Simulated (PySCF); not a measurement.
**PH3 (phosphine) at MP2/6-31G**

Aim: the energy change on altering one bond length of PH3 (phosphine) at MP2/6-31G, from 2 runs. 

The results are computed with PySCF 2.14.0.

6 further runs of the same task are left out: 6 set aside as unsound or not needed.

### 1 The structure to begin with

PH3 has 4 atoms, charge 0, and is taken as a singlet. As SMILES, `P`. The shape is that of a PBE0-D4/def2-TZVP optimisation.

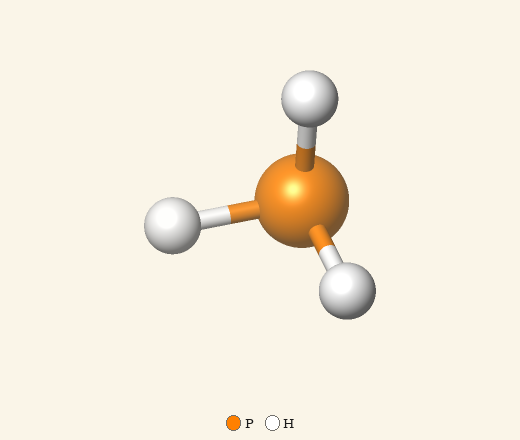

Viewed from a chosen angle; phosphorus orange, hydrogen white.

### 2 The energy at MP2/6-31G

Contents of input.py:

```python
from pyscf import gto, mp

mol = gto.M(
    atom='''
P      0.346000    -0.326500    -0.332800
H      0.630900    -0.034000     1.027000
H     -1.005500    -0.663000    -0.057200
H      0.028700     1.023500    -0.636900
''',
    verbose=3,
    max_memory=1860,
    basis='6-31g',
    spin=0,
)

mf = mol.RHF()
mf.conv_tol = 1e-10
mf.kernel()
if not mf.converged:
    mf = mf.newton().run(mf.mo_coeff, mf.mo_occ)

pt = mp.MP2(mf, frozen=5).run()
e_tot = pt.e_tot
print('Final energy', e_tot)
```

Started as:

```sh
OMP_NUM_THREADS=1 python input.py
```

The log of the run:

```text
converged SCF energy = -342.395714304115
E(RMP2) = -342.459418523389  E_corr = -0.0637042192739235
E(SCS-RMP2) = -342.466856093205  E_corr = -0.0711417890893466
Final energy -342.45941852338933
```

Run time: 0.64 s. Hardware: 1 thread of Arm Neoverse V2, shared host; peak memory 0.11 GiB.

### 3 The distorted shape

Contents of calc.py:

```python
from pyscf import gto, scf, mp

mol = gto.M(
    atom='P 0.726755 -1.946477 0.032115; H 1.011655 -1.653977 1.391915; H -0.624745 -2.282977 0.307715; H 0.028700 1.023500 -0.636900',
    max_memory=1860,
    basis='6-31g',
    verbose=3,
)

mf = scf.RHF(mol)
mf.conv_tol = 1e-10
mf.kernel()
if not mf.converged:
    mf = mf.newton().run(mf.mo_coeff, mf.mo_occ)

pt = mp.MP2(mf, frozen=5).run()
etot = pt.e_tot
print('E(%s) = %.9f' % ('MP2', etot))
```

Started as:

```sh
OMP_NUM_THREADS=1 python calc.py
```

The log of the run:

```text
converged SCF energy = -342.20875005989
E(RMP2) = -342.312701915538  E_corr = -0.103951855648353
E(SCS-RMP2) = -342.3264909455  E_corr = -0.117740885610042
E(MP2) = -342.312701916
```

Run time: 0.62 s. Hardware: 1 thread of Arm Neoverse V2, shared host; peak memory 0.11 GiB.

### 4 Outcome

At MP2/6-31G, 5 core orbitals frozen:

```
                                                         quantity          value
                                        first shape: total energy  -342.45942 Eh
                first shape: dipole moment (Hartree–Fock density)         1.22 D
                 first shape: HOMO energy (Hartree–Fock orbitals)      -10.53 eV
                 first shape: LUMO energy (Hartree–Fock orbitals)        4.57 eV
               first shape: HOMO–LUMO gap (Hartree–Fock orbitals)       15.10 eV
         first shape: correlation energy (5 core orbitals frozen)      -63.7 mEh
                                    distorted shape: total energy  -342.31270 Eh
            distorted shape: dipole moment (Hartree–Fock density)         2.25 D
             distorted shape: HOMO energy (Hartree–Fock orbitals)       -8.26 eV
             distorted shape: LUMO energy (Hartree–Fock orbitals)       -1.56 eV
           distorted shape: HOMO–LUMO gap (Hartree–Fock orbitals)        6.70 eV
     distorted shape: correlation energy (5 core orbitals frozen)     -104.0 mEh
energy change with the P1–H4 bond stretched from 1.420 to 3.123 Å       3.992 eV
```

What this shows: One bond (distorted shape) is far stretched, which a spin-restricted single reference describes badly; perturbation theory on it can break down and give far too much correlation. With the P1–H4 bond stretched from 1.420 to 3.123 Å the energy rises by 3.99 eV (385 kJ/mol). The first shape isn't relaxed at this level, so the change isn't measured from a minimum. A restricted reference can't describe the breaking bond well at this length. Mulliken charges (distorted shape) of the mean-field density run from -0.08 on H4 to +0.24 on P1.
